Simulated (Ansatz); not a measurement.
# B2H2 (triplet): correlated methods under varied settings at scale of all distances = 0.875

Aim: run B2H2 (triplet) at one geometry under a spread of methods and options, and see what each costs and gives.

Computed with Ansatz 0.2.0, Gaussian basis. Level: the settings change from run to run.

19 further runs of the same task are left out: 2 for a mislabelled method, 13 that didn't finish, 4 set aside as unsound or not needed.

**1. The system**

The geometry derives from a PBE0/def2-TZVP stationary point (not a proven minimum). All distances are scaled together.

4 atoms, charge 0, spin multiplicity 3.

Atoms are counted from 1 here; the program's logs count them from 0.

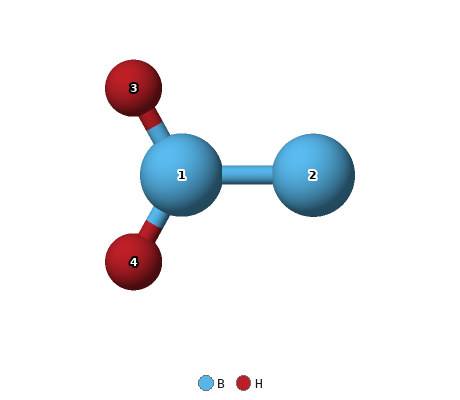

The structure; boron blue, hydrogen red; atoms are numbered from 1 in the order of the file.

**2. CASSCF(2,4)/6-31G**

File in.yaml:

```yaml
crystal:
  periodic: [false, false, false]
  atoms:
    - {symbol: B, position_ang: [0.000000, 0.000000, 0.591174]}
    - {symbol: B, position_ang: [0.000000, 0.000000, -0.795772]}
    - {symbol: H, position_ang: [0.000000, 0.916884, 1.097241]}
    - {symbol: H, position_ang: [0.000000, -0.916884, 1.097241]}
basis:
  gaussian: {orbitals: 6-31G}
magnetization: {spin_polarized: false, initial_magnetization: 2}
correlation: {active_space: {window: {electrons: 2, orbitals: 4}, states: [{multiplicity: 3, weights: [0.5, 0.5, 1]}]}}
scf: {lower_state_search: off}
output: {forces: true}
```

The run is started by

```bash
ansatz run in.yaml --threads 1 --pin off --events-out ev --progress --plain --max-ram 2393MiB
```

Standard output:

```text
Functional definition: HF
  name "HF"
  cite "Fock, Z. Phys. 61, 126 (1930) doi:10.1007/BF01340294"
  parent pbe
  exchange = exact_x
  correlation = 0
these checks for a lower state are left out or cut short: stability, starts, cluster_reference, orbital_swaps, neighbouring_geometries, increment
503 factors; integrals over basis functions are off by at most 1.3e-7 eV
mean field evaluation 1: about -1367.6889 eV, gradient 1.3e1 eV
mean field evaluation 2: about -1367.6933 eV, gradient 1.3e1 eV
mean field evaluation 4: about -1369.0279 eV, gradient 2.0e0 eV
mean field evaluation 8: about -1369.1442 eV, gradient 5.7e-2 eV
mean field -1369.14424306 eV, -50.3151228930 hartree, gradient 1.4e-6 eV, S^2 2.000000; 0 other end points of the search recorded, 0 dependent functions left out
reference -1369.14424306 eV, -50.3151228930 hartree; 7, 5 occupied and 15, 17 virtual orbitals, 503 factors
state -1369.04338958 eV, -50.3114165960 hartree
state -1366.52505771 eV, -50.2188696070 hartree
state -1365.32592914 eV, -50.1748024446 hartree
the calculation of the forces begins
Total energy: -1366.55507639 eV, -50.2199727731 hartree
Atom 0 at     0.000000     0.000000     0.591174 Å, force    -0.000000     0.000000     5.434990 eV/Å
Atom 1 at     0.000000     0.000000    -0.795772 Å, force     0.000000     0.000000   -11.286267 eV/Å
Atom 2 at     0.000000     0.916884     1.097241 Å, force    -0.000000     4.397171     2.925639 eV/Å
Atom 3 at     0.000000    -0.916884     1.097241 Å, force     0.000000    -4.397171     2.925639 eV/Å
Dipole moment:     0.000000     0.000000    -0.218461 e Å
Checks for a lower state left out: stability, starts, cluster_reference, orbital_swaps, neighbouring_geometries, increment
```

Run time: 0.49 s. Hardware: 1 thread of Arm Neoverse V1, shared host.

From the report: 16 determinants; active occupations (of the averaged states) 0.75, 0.75, 0.50, 0.00.

**3. HF/cc-pVDZ**

File in.yaml:

```yaml
crystal:
  periodic: [false, false, false]
  atoms:
    - {symbol: B, position_ang: [0.000000, 0.000000, 0.591174]}
    - {symbol: B, position_ang: [0.000000, 0.000000, -0.795772]}
    - {symbol: H, position_ang: [0.000000, 0.916884, 1.097241]}
    - {symbol: H, position_ang: [0.000000, -0.916884, 1.097241]}
basis:
  gaussian: {orbitals: cc-pVDZ}
magnetization: {spin_polarized: true, initial_magnetization: 2}
hamiltonian: {xc: hf}
accuracy: high
output: {forces: true, orbitals: {seedname: orbitals}}
```

Same command.

Standard output (excerpt; [...] marks lines left out):

```text
Functional definition: HF
  name "HF"
  cite "Fock, Z. Phys. 61, 126 (1930) doi:10.1007/BF01340294"
  parent pbe
[...]
818 factors; integrals over basis functions are off by at most 2.8e-9 eV
[...]
mean field -1369.55258328 eV, -50.3301291194 hartree, gradient 1.4e-8 eV, S^2 2.005137; 0 other end points of the search recorded, 0 dependent functions left out
[...]
reference -1369.55258328 eV, -50.3301291194 hartree; 7, 5 occupied and 31, 33 virtual orbitals, 818 factors
Total energy: -1369.55258328 eV, -50.3301291194 hartree
Atom 0 at     0.000000     0.000000     0.591174 Å, force     0.000000    -0.000000     3.411790 eV/Å
Atom 1 at     0.000000     0.000000    -0.795772 Å, force    -0.000000     0.000000    -9.244808 eV/Å
Atom 2 at     0.000000     0.916884     1.097241 Å, force     0.000000     4.856008     2.916509 eV/Å
Atom 3 at     0.000000    -0.916884     1.097241 Å, force     0.000000    -4.856008     2.916509 eV/Å
Dipole moment:    -0.000000     0.000000    -0.126078 e Å
```

It took 0.57 s on 1 thread of Arm Neoverse V1, shared host.

From the report: ⟨S²⟩ of the determinant 2.005 (pure triplet: 2.00).

**4. CCSDT(Q)/B on UHF/cc-pVDZ**

Changes to in.yaml since step 3:

```diff
@@ -8,6 +8,5 @@
 basis:
-  gaussian: {orbitals: cc-pVDZ}
+  gaussian: {orbitals: cc-pVDZ, point_charges: [{charge: 1.00, position_ang: [4.741, -0.305, -0.246]}]}
 magnetization: {spin_polarized: true, initial_magnetization: 2}
-hamiltonian: {xc: hf}
-accuracy: high
-output: {forces: true, orbitals: {seedname: orbitals}}
+correlation: {method: ccsdt_q_b, electrons: valence, diis_vectors: 12}
+scf: {lower_state_search: full}
```

Launched as before.

Standard output (excerpt; [...] marks lines left out):

```text
Functional definition: HF
  name "HF"
  cite "Fock, Z. Phys. 61, 126 (1930) doi:10.1007/BF01340294"
  parent pbe
[...]
688 factors; integrals over basis functions are off by at most 2.3e-7 eV
[...]
mean field -1369.58874544 eV, -50.3314580544 hartree, gradient 2.5e-6 eV, S^2 2.005151; 6 other end points of the search recorded, 0 dependent functions left out
determinant -1369.58874544 eV, -50.3314580544 hartree, with singles and doubles -1373.63851821 eV, -50.4802844585 hartree
determinant -1367.11287510 eV, -50.2404714974 hartree, with singles and doubles -1370.87854184 eV, -50.3788571978 hartree
determinant -1366.22103555 eV, -50.2076969984 hartree, with singles and doubles -1370.32272878 eV, -50.3584314444 hartree
2 core orbitals not correlated: weight in the atoms' cores, before any rotation towards them, 1.000 or more for the frozen orbitals, at most 0.000 for the correlated occupied ones
reference -1369.58874544 eV, -50.3314580544 hartree; 5, 3 occupied and 31, 33 virtual orbitals, 688 factors
second order -3.24436894 eV of doubles, -0.00000000 eV of singles
cycle   1  -3.79960550 eV  change   -5.6e-1 eV  update   6.5e-2
[...]
cycle  15  -4.18922374 eV  change   -5.1e-7 eV  update   9.2e-7
perturbative correction -0.00443579 eV, -0.0001630122 hartree
Total energy: -1373.78240497 eV, -50.4855721995 hartree
```

It took 14 s on 1 thread of Arm Neoverse V1, shared host.

From the report: ⟨S²⟩ of the determinant 2.005 (pure triplet: 2.00); correlation -4.1937 eV; T1 0.028; largest double amplitude 0.06.

**5. CCSDT on ROHF/cc-pVDZ**

File in.yaml:

```yaml
crystal:
  periodic: [false, false, false]
  atoms:
    - {symbol: B, position_ang: [0.000000, 0.000000, 0.591174]}
    - {symbol: B, position_ang: [0.000000, 0.000000, -0.795772]}
    - {symbol: H, position_ang: [0.000000, 0.916884, 1.097241]}
    - {symbol: H, position_ang: [0.000000, -0.916884, 1.097241]}
basis:
  gaussian: {orbitals: cc-pVDZ}
magnetization: {spin_polarized: false, initial_magnetization: 2}
correlation: {method: ccsdt, electrons: outside_noble_gas}
accuracy: high
```

The command is unchanged.

Standard output (excerpt; [...] marks lines left out):

```text
Functional definition: HF
  name "HF"
  cite "Fock, Z. Phys. 61, 126 (1930) doi:10.1007/BF01340294"
  parent pbe
[...]
818 factors; integrals over basis functions are off by at most 2.8e-9 eV
[...]
mean field -1369.49897848 eV, -50.3281591794 hartree, gradient 3.3e-8 eV, S^2 2.000000; 1 other end points of the search recorded, 0 dependent functions left out
[...]
determinant -1369.49897848 eV, -50.3281591794 hartree, with singles and doubles -1373.59939464 eV, -50.4788466941 hartree
determinant -1367.16350590 eV, -50.2423321452 hartree, with singles and doubles -1370.96894945 eV, -50.3821796160 hartree
2 core orbitals not correlated: weight in the atoms' cores, before any rotation towards them, 1.000 or more for the frozen orbitals, at most 0.000 for the correlated occupied ones
reference -1369.49897848 eV, -50.3281591794 hartree; 5, 3 occupied and 31, 33 virtual orbitals, 818 factors
second order -3.25007983 eV of doubles, -0.03532417 eV of singles
cycle   1  -3.84510655 eV  change   -5.6e-1 eV  update   6.6e-2
[...]
cycle  24  -4.24052130 eV  change  -5.8e-10 eV  update  5.5e-10
Total energy: -1373.73949977 eV, -50.4839954626 hartree
```

Wall time 8 s (1 thread of Arm Neoverse V1, shared host).

From the report: correlation -4.2405 eV; T1 0.032; largest double amplitude 0.06.

**6. CCSDT(Q)/B on ROHF/cc-pVDZ**

Changes to in.yaml since step 5:

```diff
@@ -10,3 +10,4 @@
 magnetization: {spin_polarized: false, initial_magnetization: 2}
-correlation: {method: ccsdt, electrons: outside_noble_gas}
-accuracy: high
+correlation: {method: ccsdt_q_b, electrons: outside_noble_gas}
+scf: {lower_state_search: light}
+output: {forces: true}
```

Launched as before.

Standard output (excerpt; [...] marks lines left out):

```text
Functional definition: HF
  name "HF"
  cite "Fock, Z. Phys. 61, 126 (1930) doi:10.1007/BF01340294"
  parent pbe
[...]
688 factors; integrals over basis functions are off by at most 2.3e-7 eV
[...]
mean field -1369.49897846 eV, -50.3281591785 hartree, gradient 1.9e-6 eV, S^2 2.000000; 1 other end points of the search recorded, 0 dependent functions left out
[...]
determinant -1369.49897846 eV, -50.3281591785 hartree, with singles and doubles -1373.59939464 eV, -50.4788466939 hartree
determinant -1367.16350585 eV, -50.2423321435 hartree, with singles and doubles -1370.96894939 eV, -50.3821796140 hartree
2 core orbitals not correlated: weight in the atoms' cores, before any rotation towards them, 1.000 or more for the frozen orbitals, at most 0.000 for the correlated occupied ones
reference -1369.49897846 eV, -50.3281591785 hartree; 5, 3 occupied and 31, 33 virtual orbitals, 688 factors
second order -3.25007987 eV of doubles, -0.03532417 eV of singles
cycle   1  -3.84510659 eV  change   -5.6e-1 eV  update   6.6e-2
[...]
cycle  16  -4.24052138 eV  change    2.6e-7 eV  update   3.8e-7
perturbative correction -0.00445782 eV, -0.0001638217 hartree
[...]
Total energy: -1373.74395765 eV, -50.4841592865 hartree
Atom 0 at     0.000000     0.000000     0.591174 Å, force     0.000000     0.000000     3.526847 eV/Å
Atom 1 at     0.000000     0.000000    -0.795772 Å, force     0.000000     0.000000    -9.415719 eV/Å
Atom 2 at     0.000000     0.916884     1.097241 Å, force    -0.000000     5.090696     2.944436 eV/Å
Atom 3 at     0.000000    -0.916884     1.097241 Å, force     0.000000    -5.090696     2.944436 eV/Å
Dipole moment:     0.000000     0.000000    -0.089320 e Å
```

Wall time 95 s (1 thread of Arm Neoverse V1, shared host); peak memory 1 GiB.

From the report: correlation -4.2450 eV; T1 0.032; largest double amplitude 0.06.

**7. The runs in one table**

Where basis and cores are those of an earlier UCCSDT(Q)/cc-pVDZ run (-1373.7447 eV), and the state is the same kind, the miss against it is given.

```
                                            level         correlated  functions  energy (eV)  from UCCSDT(Q) (meV)    time
       CASSCF(2,4)/6-31G (mean of several states)                            22   -1366.5551                        0.49 s
                                       HF/cc-pVDZ                            38   -1369.5526                4192.1  0.57 s
CCSDT(Q)/B on UHF/cc-pVDZ (beside a point charge)            valence         38   -1373.7824                          14 s
                            CCSDT on ROHF/cc-pVDZ  outside noble gas         38   -1373.7395                   5.2     8 s
                       CCSDT(Q)/B on ROHF/cc-pVDZ  outside noble gas         38   -1373.7440                   0.7    95 s
```

**8. Results**

```
quantity                                               value
    runs                                                   5
quickest  CASSCF(2,4)/6-31G (mean of several states), 0.49 s
 slowest                    CCSDT(Q)/B on ROHF/cc-pVDZ, 95 s
```

What this shows: Total energies in different bases, with other cores or another treatment of relativity can't be set against each other. CCSDT(Q)/B on ROHF/cc-pVDZ took 193 times as long as CASSCF(2,4)/6-31G (mean of several states); the jobs differ in more than the method. Among the correlated runs with a miss given, it spans +1 to +5 meV. Hartree-Fock, CASSCF and CASCI lack dynamic correlation by design.
